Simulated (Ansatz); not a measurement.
**UB2PLYP/STO-3G run of SiH3S (SMILES [SiH2]S)**

What is the electronic atomisation energy of SiH3S at UB2PLYP/STO-3G? 

The results are computed with Ansatz 0.2.0.

31 further runs of the same task are left out: 31 set aside as unsound or not needed.

### 1 Starting point

The species is SiH3S (5 atoms), meant as a doublet with charge 0. SMILES: `[SiH2]S`. Geometry: relaxed at PBE0-D4/def2-TZVP. This is one conformer, not always the lowest.

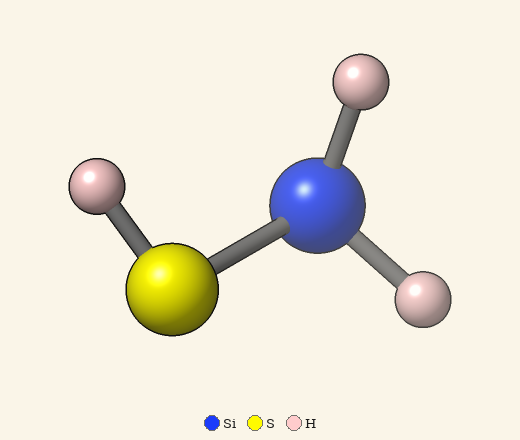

Viewed from a chosen angle; silicon blue, sulfur yellow, hydrogen pink.

### 2 A single-point energy at UB2PLYP/STO-3G

The input, run.yaml:

```yaml
crystal:
  periodic: [false, false, false]
  atoms:
    - {symbol: Si, position_ang: [-0.096300, -0.694000, -0.309300]}
    - {symbol: S, position_ang: [0.273100, 1.406000, -0.294500]}
    - {symbol: H, position_ang: [-0.094500, -1.256800, 1.073000]}
    - {symbol: H, position_ang: [-1.440300, -0.843200, -0.929900]}
    - {symbol: H, position_ang: [1.407800, 1.314300, 0.419300]}
basis:
  gaussian:
    orbitals: STO-3G
magnetization:
  spin_polarized: true
  initial_magnetization: 1
hamiltonian:
  xc: {name: B2PLYP}
correlation:
  frozen_orbitals: {H: 0, S: 5, Si: 5}
accuracy: high
```

Run with:

```console
$ ansatz run run.yaml --threads 1 --pin off --max-ram 2610MiB --events-out events.jsonl --progress --plain --runs-dir runs
```

Standard output:

```text
Warning: RAYON_NUM_THREADS=1 ignored (pool sized by the plan → 1); use --threads N
Functional definition: B2PLYP
  name "B2PLYP"
  parameter a = 0.53
  parameter c = 0.27
  exchange = (1 - a)*b88_x + a*exact_x
  correlation = (1 - c)*lyp_c + c*(mp2_os + mp2_ss)
364 factors; integrals over basis functions are off by at most 2.7e-8 eV
mean field evaluation 1: about -18539.1456 eV, gradient 8.0e0 eV
mean field evaluation 2: about -18539.1406 eV, gradient 8.0e0 eV
mean field evaluation 4: about -18539.7776 eV, gradient 7.1e-1 eV
mean field evaluation 8: about -18539.7895 eV, gradient 2.0e-2 eV
mean field evaluation 16: about -18539.7895 eV, gradient 5.1e-6 eV
mean field -18539.78950599 eV, -681.3246976244 hartree, gradient 6.5e-8 eV, S^2 0.751736; 0 other end points of the search recorded, 0 dependent functions left out
10 core orbitals not correlated: weight in the atoms' cores, before any rotation towards them, 1.000 or more for the frozen orbitals, at most 0.000 for the correlated occupied ones
reference -18539.78952324 eV, -681.3246982585 hartree; 7, 6 occupied and 4, 5 virtual orbitals, 364 factors
second order -1.99995022 eV of doubles, -0.00000000 eV of singles
Total energy: -18540.32950980 eV, -681.3445423985 hartree
```

It took 1.4 s on 1 thread of Intel Xeon Platinum 8488C (Sapphire Rapids), shared host; peak memory 0.15 GiB.

### 3 The H atom, same level

The input, input.yaml:

```yaml
basis:
  gaussian: {orbitals: STO-3G}
crystal:
  periodic: [false, false, false]
  atoms:
    - {symbol: H, position_ang: [0.000000, 0.000000, 0.000000]}
magnetization: {spin_polarized: true, initial_magnetization: 1}
hamiltonian: {xc: {name: B2PLYP}}
correlation: {frozen_orbitals: {H: 0}}
accuracy: high
```

Run the same way, it converges to -0.46478 Eh (log not shown).

### 4 The S atom

The input, in.yaml:

```yaml
crystal:
  periodic: [false, false, false]
  atoms:
    - {symbol: S, position_ang: [0.000000, 0.000000, 0.000000]}
basis:
  gaussian: {orbitals: STO-3G}
hamiltonian: {xc: {name: B2PLYP}}
correlation: {frozen_orbitals: {S: 5}}
accuracy: high
magnetization: {spin_polarized: true, initial_magnetization: 2}
total_charge: 0
```

Run the same way, it converges to -393.52933 Eh (log not shown).

### 5 The Si atom at the same level

The input, input.yaml:

```yaml
crystal:
  periodic: [false, false, false]
  atoms:
    - symbol: Si
      position_ang: [0.000000, 0.000000, 0.000000]
basis:
  gaussian: {orbitals: STO-3G}
magnetization: {spin_polarized: true, initial_magnetization: 2}
hamiltonian: {xc: {name: B2PLYP}}
correlation: {frozen_orbitals: {Si: 5}}
accuracy: high
```

Run the same way, it converges to -285.81514 Eh (log not shown).

### 6 What came out

Level: UB2PLYP/STO-3G, 10 core orbitals frozen.

```
                     quantity          value
       molecule: total energy  -681.34454 Eh
               molecule: ⟨S²⟩          0.752
         H atom: total energy    -0.46478 Eh
                 H atom: ⟨S²⟩          0.750
         S atom: total energy  -393.52933 Eh
                 S atom: ⟨S²⟩          2.000
        Si atom: total energy  -285.81514 Eh
                Si atom: ⟨S²⟩          2.000
electronic atomisation energy      16.483 eV
```

**Reading.** Taking the molecule apart into free atoms costs 16.48 eV (1590 kJ/mol), before zero-point energy and without spin-orbit coupling. In a minimal basis such a difference can be off by several eV, whatever the method.
